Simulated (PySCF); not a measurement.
## Geometry relaxation of N₂H₄ (charge +1) (part 1 of 2)

N₂H₄, charge +1, multiplicity 2, computed with B3LYP/6-31G*, UKS (PySCF 2.14.0).

The atoms were displaced at random from an optimised geometry. The geometry is that of the parent species in another charge or spin state. Figures and captions count atoms from 1; the log counts them from 0 in places.

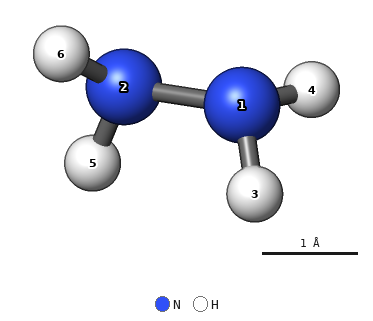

Fig. 1: The structure as given in the input (ball-and-stick view, seen at a tilt; atoms are numbered from 1 in the order of the input). Bond lengths as drawn: H–N 0.98 to 1.03 Å and N–N 1.41 Å.

### Input (input.py)
```python
import numpy
from pyscf import gto, dft, symm
from pyscf.hessian import thermo
from pyscf.geomopt.geometric_solver import kernel as optimise

system = gto.M(
    atom='''
N     -0.124316    -0.688815     0.185781
N      0.443788     0.602840     0.082704
H     -1.063603    -0.754622    -0.185057
H      0.420169    -1.331442    -0.317564
H      0.138010     1.099376    -0.701668
H      0.226552     1.094344     0.966578
''',
    charge=1,
    verbose=3,
    spin=1,
    basis='6-31g*',
    max_memory=1860,
)

mf = dft.UKS(system)
mf.xc = 'b3lyp'
mf.conv_tol = 1e-10
mf.grids.level = 4
mf = mf.newton()
converged, mol_eq = optimise(mf, maxsteps=80)
print('converged:', converged)
print(mol_eq.tostring())

mf.reset(mol_eq)
system = mol_eq
mf.kernel()
e_final = mf.e_tot
print(f'total energy: {e_final:.8f} hartree')
hess = mf.Hessian().kernel()
modes = thermo.harmonic_analysis(system, hess)
print('frequencies (1/cm)', numpy.round(modes['freq_wavenumber'], 1))
symm.geom.TOLERANCE = 1e-3  # for the symmetry number
th = thermo.thermo(mf, modes['freq_au'], 298.15, 101325)
thermo.dump_thermo(system, th)
```

Run as:
```bash
OMP_NUM_THREADS=1 python input.py
```

### The program's output
```
#|     Arguments passed to driver run_optimizer():      |#
customengine              <pyscf.geomopt.geometric_solver.PySCFEngine object>
maxiter                   80
----------------------------------------------------------
Custom engine selected.
Bonds will be generated from interatomic distances less than 1.20 times sum of covalent radii
18 internal coordinates being used (instead of 18 Cartesians)
Internal coordinate system (atoms numbered from 1):
Distance 1-2
Distance 1-3
Distance 1-4
Distance 2-5
Distance 2-6
Angle 2-1-3
Angle 2-1-4
Angle 3-1-4
Angle 1-2-5
Angle 1-2-6
Angle 5-2-6
Dihedral 3-1-2-5
Dihedral 3-1-2-6
Dihedral 4-1-2-5
Dihedral 4-1-2-6
Translation-X 1-6
Translation-Y 1-6
Translation-Z 1-6
Rotation-A 1-6
Rotation-B 1-6
Rotation-C 1-6
<class 'geometric.internal.Distance'> : 5
<class 'geometric.internal.Angle'> : 6
<class 'geometric.internal.Dihedral'> : 4
<class 'geometric.internal.TranslationX'> : 1
<class 'geometric.internal.TranslationY'> : 1
<class 'geometric.internal.TranslationZ'> : 1
<class 'geometric.internal.RotationA'> : 1
<class 'geometric.internal.RotationB'> : 1
<class 'geometric.internal.RotationC'> : 1
> ===== Optimization Info: ====
> Job type: Energy minimization
> Maximum number of optimization cycles: 80
> Initial / maximum trust radius (Angstrom): 0.100 / 0.300
> Convergence Criteria:
> Will converge when all 5 criteria are reached:
>  |Delta-E| < 1.00e-06
>  RMS-Grad  < 3.00e-04
>  Max-Grad  < 4.50e-04
>  RMS-Disp  < 1.20e-03
>  Max-Disp  < 1.80e-03
> === End Optimization Info ===

Geometry optimization cycle 1
Cartesian coordinates (Angstrom)
 Atom        New coordinates             dX        dY        dZ
   N  -0.124316  -0.688815   0.185781    0.000000  0.000000  0.000000
   N   0.443788   0.602840   0.082704    0.000000  0.000000  0.000000
   H  -1.063603  -0.754622  -0.185057    0.000000  0.000000  0.000000
   H   0.420169  -1.331442  -0.317564    0.000000  0.000000  0.000000
   H   0.138010   1.099376  -0.701668    0.000000  0.000000  0.000000
   H   0.226552   1.094344   0.966578    0.000000  0.000000  0.000000

WARN: Mole.unit (angstrom) is changed to Bohr

WARN: HOMO -0.291372561255113 >= LUMO -0.291372561255113

converged SCF energy = -111.493743724641  <S^2> = 0.75347546  2S+1 = 2.0034724
--------------- SecondOrderUKS_Scanner gradients ---------------
         x                y                z
0 N     0.0085116081    -0.0379770717     0.0032752225
1 N     0.0200678256     0.0324546666    -0.0466366204
2 H     0.0125622904    -0.0073731221     0.0174576622
3 H    -0.0368178157     0.0454471866    -0.0054256523
4 H     0.0277469797    -0.0281970163     0.0339528290
5 H    -0.0320708270    -0.0043551276    -0.0026232881
----------------------------------------------
cycle 1: E = -111.493743725  dE = -111.494  norm(grad) = 0.11356
Step    0 : Gradient = 4.636e-02/6.026e-02 (rms/max) Energy = -111.4937437246
Hessian Eigenvalues: 2.30000e-02 5.00000e-02 5.00000e-02 ... 4.56420e-01 5.11489e-01 5.18954e-01

Geometry optimization cycle 2
Cartesian coordinates (Angstrom)
 Atom        New coordinates             dX        dY        dZ
   N  -0.130060  -0.697066   0.153596   -0.005744 -0.008251 -0.032185
   N   0.394262   0.607965   0.106150   -0.049526  0.005125  0.023446
   H  -1.059403  -0.725279  -0.288136    0.004200  0.029343 -0.103079
   H   0.455048  -1.440176  -0.238159    0.034879 -0.108734  0.079405
   H   0.038938   1.137675  -0.692232   -0.099072  0.038299  0.009436
   H   0.341813   1.138575   0.989551    0.115261  0.044231  0.022973
converged SCF energy = -111.519157329906  <S^2> = 0.753389  2S+1 = 2.0033861
--------------- SecondOrderUKS_Scanner gradients ---------------
         x                y                z
0 N     0.0062710239    -0.0361372108     0.0160009875
1 N     0.0236851138     0.0269272499     0.0014088331
2 H    -0.0054768580     0.0012345841     0.0095490207
3 H    -0.0129096383     0.0066273578    -0.0214509953
4 H     0.0112338503    -0.0063595892    -0.0035458927
5 H    -0.0228026813     0.0077077956    -0.0019620181
----------------------------------------------
cycle 2: E = -111.51915733  dE = -0.0254136  norm(grad) = 0.0666721
Step    1 : Displace = 1.018e-01/1.391e-01 (rms/max) Trust = 1.000e-01 (=) Grad = 2.722e-02/4.002e-02 (rms/max) E (change) = -111.5191573299 (-2.541e-02) Quality = 0.977
Hessian Eigenvalues: 1.93707e-02 5.00000e-02 5.00000e-02 ... 4.60863e-01 5.15010e-01 6.16343e-01

Geometry optimization cycle 3
Cartesian coordinates (Angstrom)
 Atom        New coordinates             dX        dY        dZ
   N  -0.161751  -0.662411   0.112297   -0.031691  0.034654 -0.041298
   N   0.338588   0.596136   0.088900   -0.055673 -0.011829 -0.017250
   H  -1.030786  -0.724637  -0.440473    0.028617  0.000642 -0.152337
   H   0.477620  -1.463268  -0.058065    0.022572 -0.023092  0.180094
   H  -0.096468   1.188738  -0.643950   -0.135405  0.051064  0.048281
   H   0.513346   1.087121   0.972066    0.171533 -0.051454 -0.017486
converged SCF energy = -111.545795018096  <S^2> = 0.75313832  2S+1 = 2.0031359
--------------- SecondOrderUKS_Scanner gradients ---------------
         x                y                z
0 N     0.0031929961    -0.0135860545     0.0206104910
1 N     0.0225092136     0.0047506897     0.0144971883
2 H    -0.0095198928     0.0058222866     0.0022003467
3 H     0.0007841017    -0.0072516901    -0.0206893260
4 H    -0.0000450518     0.0016459998    -0.0150759729
5 H    -0.0169211703     0.0086187924    -0.0015428887
----------------------------------------------
cycle 3: E = -111.545795018  dE = -0.0266377  norm(grad) = 0.0506219
Step    2 : Displace = 1.417e-01/1.789e-01 (rms/max) Trust = 1.414e-01 (+) Grad = 2.067e-02/2.719e-02 (rms/max) E (change) = -111.5457950181 (-2.664e-02) Quality = 1.142
Hessian Eigenvalues: 1.11890e-02 5.00000e-02 5.00000e-02 ... 4.60173e-01 5.15121e-01 6.30591e-01

Geometry optimization cycle 4
Cartesian coordinates (Angstrom)
 Atom        New coordinates             dX        dY        dZ
   N  -0.195175  -0.616154   0.026417   -0.033424  0.046258 -0.085880
   N   0.259950   0.596913   0.052340   -0.078639  0.000776 -0.036560
   H  -0.970939  -0.807443  -0.613004    0.059847 -0.082805 -0.172531
   H   0.435224  -1.418165   0.220001   -0.042396  0.045103  0.278065
   H  -0.221078   1.299372  -0.535305   -0.124610  0.110633  0.108645
   H   0.732551   0.967157   0.880341    0.219205 -0.119964 -0.091725
converged SCF energy = -111.568322774539  <S^2> = 0.75325235  2S+1 = 2.0032497
--------------- SecondOrderUKS_Scanner gradients ---------------
         x                y                z
0 N     0.0060208743     0.0354440992     0.0056727235
1 N     0.0005215968    -0.0381767394     0.0076629425
2 H    -0.0044682657    -0.0002197181     0.0003406967
3 H     0.0066178147    -0.0128735838    -0.0058049361
4 H    -0.0028675019     0.0082797516    -0.0089424382
5 H    -0.0058244981     0.0075462895     0.0010708864
----------------------------------------------
cycle 4: E = -111.568322775  dE = -0.0225278  norm(grad) = 0.0579076
Step    3 : Displace = 2.036e-01/2.667e-01 (rms/max) Trust = 2.000e-01 (+) Grad = 2.364e-02/3.894e-02 (rms/max) E (change) = -111.5683227745 (-2.253e-02) Quality = 0.867
Hessian Eigenvalues: 1.48176e-02 5.00000e-02 5.00000e-02 ... 4.62439e-01 5.15129e-01 6.12302e-01

Geometry optimization cycle 5
Cartesian coordinates (Angstrom)
 Atom        New coordinates             dX        dY        dZ
   N  -0.212698  -0.618894  -0.014053   -0.017524 -0.002740 -0.040470
   N   0.231129   0.622373   0.034004   -0.028821  0.025460 -0.018337
   H  -0.909013  -0.869362  -0.711301    0.061926 -0.061919 -0.098297
   H   0.368605  -1.363513   0.374193   -0.066619  0.054652  0.154192
   H  -0.284669   1.354171  -0.451315   -0.063591  0.054799  0.083990
   H   0.847174   0.896899   0.799276    0.114623 -0.070259 -0.081065
converged SCF energy = -111.573747638012  <S^2> = 0.75350379  2S+1 = 2.0035007
--------------- SecondOrderUKS_Scanner gradients ---------------
         x                y                z
0 N    -0.0023993673     0.0004744206    -0.0016810884
1 N    -0.0002421407    -0.0001197371    -0.0003879947
2 H     0.0002892347    -0.0019373799     0.0023059967
3 H     0.0008086029    -0.0030400143    -0.0013555002
4 H     0.0022370345     0.0018023649     0.0000539865
5 H    -0.0006928908     0.0028204291     0.0010649740
----------------------------------------------
cycle 5: E = -111.573747638  dE = -0.00542486  norm(grad) = 0.00690971
Step    4 : Displace = 1.226e-01/1.592e-01 (rms/max) Trust = 2.828e-01 (+) Grad = 2.821e-03/3.425e-03 (rms/max) E (change) = -111.5737476380 (-5.425e-03) Quality = 1.136
Hessian Eigenvalues: 1.13781e-02 5.00000e-02 5.00000e-02 ... 4.93972e-01 5.17141e-01 6.10299e-01

Geometry optimization cycle 6
Cartesian coordinates (Angstrom)
 Atom        New coordinates             dX        dY        dZ
   N  -0.210862  -0.614840  -0.022948    0.001837  0.004054 -0.008895
   N   0.223693   0.622467   0.032194   -0.007436  0.000094 -0.001810
   H  -0.878231  -0.865362  -0.748831    0.030782  0.004000 -0.037530
   H   0.345858  -1.339490   0.423249   -0.022747  0.024022  0.049056
   H  -0.320197   1.350593  -0.422980   -0.035528 -0.003578  0.028335
   H   0.880231   0.868300   0.770094    0.033057 -0.028598 -0.029182
converged SCF energy = -111.574123814433  <S^2> = 0.75350618  2S+1 = 2.0035031
--------------- SecondOrderUKS_Scanner gradients ---------------
         x                y                z
0 N     0.0015957618     0.0033799944    -0.0000532961
1 N    -0.0023479387    -0.0030227588    -0.0007161100
2 H     0.0000701133     0.0004663575     0.0004930995
3 H     0.0001095758     0.0013208927    -0.0001311724
4 H     0.0007026405    -0.0011786479     0.0002058817
5 H    -0.0001299602    -0.0009658110     0.0002016783
----------------------------------------------
cycle 6: E = -111.574123814  dE = -0.000376176  norm(grad) = 0.0058559
Step    5 : Displace = 4.251e-02/5.693e-02 (rms/max) Trust = 3.000e-01 (+) Grad = 2.391e-03/3.894e-03 (rms/max) E (change) = -111.5741238144 (-3.762e-04) Quality = 0.891
Hessian Eigenvalues: 1.03345e-02 5.00000e-02 5.00000e-02 ... 5.08556e-01 5.30520e-01 6.82858e-01

Geometry optimization cycle 7
Cartesian coordinates (Angstrom)
 Atom        New coordinates             dX        dY        dZ
   N  -0.211277  -0.616878  -0.022978   -0.000415 -0.002038 -0.000029
   N   0.224998   0.624583   0.032516    0.001306  0.002116  0.000322
   H  -0.874981  -0.867971  -0.752533    0.003249 -0.002608 -0.003702
   H   0.341966  -1.343754   0.424170   -0.003893 -0.004263  0.000921
   H  -0.322760   1.352813  -0.419173   -0.002563  0.002220  0.003807
   H   0.882533   0.872871   0.768769    0.002301  0.004571 -0.001325
converged SCF energy = -111.574160290073  <S^2> = 0.75352092  2S+1 = 2.0035178
--------------- SecondOrderUKS_Scanner gradients ---------------
         x                y                z
0 N     0.0003223727    -0.0009313140    -0.0001544553
1 N    -0.0004577267     0.0011581141    -0.0000567060
2 H    -0.0000057742    -0.0000107791     0.0003345562
3 H    -0.0003268147     0.0007838957    -0.0002917141
4 H     0.0005449250    -0.0006444533     0.0001827348
5 H    -0.0000768927    -0.0003554365    -0.0000143738
----------------------------------------------
cycle 7: E = -111.57416029  dE = -3.64756e-05  norm(grad) = 0.00208463
Step    6 : Displace = 4.571e-03/6.179e-03 (rms/max) Trust = 3.000e-01 (=) Grad = 8.510e-04/1.247e-03 (rms/max) E (change) = -111.5741602901 (-3.648e-05) Quality = 1.107
Hessian Eigenvalues: 1.01200e-02 5.00000e-02 5.00000e-02 ... 5.14717e-01 5.37123e-01 7.09351e-01

Geometry optimization cycle 8
Cartesian coordinates (Angstrom)
 Atom        New coordinates             dX        dY        dZ
   N  -0.211386  -0.617045  -0.022533   -0.000109 -0.000167  0.000445
   N   0.225437   0.624384   0.032482    0.000439 -0.000199 -0.000034
   H  -0.872898  -0.867389  -0.754651    0.002083  0.000582 -0.002118
   H   0.340840  -1.345789   0.424658   -0.001125 -0.002035  0.000488
   H  -0.324999   1.352998  -0.417124   -0.002240  0.000186  0.002049
   H   0.883477   0.874501   0.767935    0.000944  0.001630 -0.000833
converged SCF energy = -111.5741655322  <S^2> = 0.7535213  2S+1 = 2.0035182
--------------- SecondOrderUKS_Scanner gradients ---------------
         x                y                z
0 N     0.0001460529    -0.0005161269    -0.0002289561
1 N    -0.0001630164     0.0005950300     0.0001514643
2 H    -0.0000635603    -0.0000124657     0.0001563573
3 H    -0.0001220477     0.0001536577    -0.0000414681
4 H     0.0001728682    -0.0001448387    -0.0000324523
5 H     0.0000297432    -0.0000752344    -0.0000049094
----------------------------------------------
cycle 8: E = -111.574165532  dE = -5.24213e-06  norm(grad) = 0.00093331
Step    7 : Displace = 2.092e-03/2.773e-03 (rms/max) Trust = 3.000e-01 (=) Grad = 3.810e-04/6.353e-04 (rms/max) E (change) = -111.5741655322 (-5.242e-06) Quality = 1.358
Hessian Eigenvalues: 9.53918e-03 3.46537e-02 5.00000e-02 ... 5.12889e-01 5.23111e-01 7.26010e-01

Geometry optimization cycle 9
Cartesian coordinates (Angstrom)
 Atom        New coordinates             dX        dY        dZ
   N  -0.211957  -0.616949  -0.021749   -0.000570  0.000096  0.000784
   N   0.225959   0.624014   0.032016    0.000521 -0.000371 -0.000466
   H  -0.871131  -0.866868  -0.756345    0.001767  0.000521 -0.001694
   H   0.340188  -1.346534   0.425118   -0.000652 -0.000745  0.000460
   H  -0.326765   1.352874  -0.415332   -0.001765 -0.000125  0.001792
   H   0.884170   0.875122   0.767054    0.000693  0.000621 -0.000881
converged SCF energy = -111.574167383696  <S^2> = 0.75351857  2S+1 = 2.0035155
--------------- SecondOrderUKS_Scanner gradients ---------------
         x                y                z
0 N     0.0001136515    -0.0000860662    -0.0002044913
1 N    -0.0000369844     0.0000435524     0.0002528798
2 H    -0.0000878303     0.0000351678     0.0000174799
3 H     0.0000005450    -0.0001257902     0.0001018418
4 H    -0.0000432661     0.0000840477    -0.0001243178
5 H     0.0000538869     0.0000490986    -0.0000433714
```
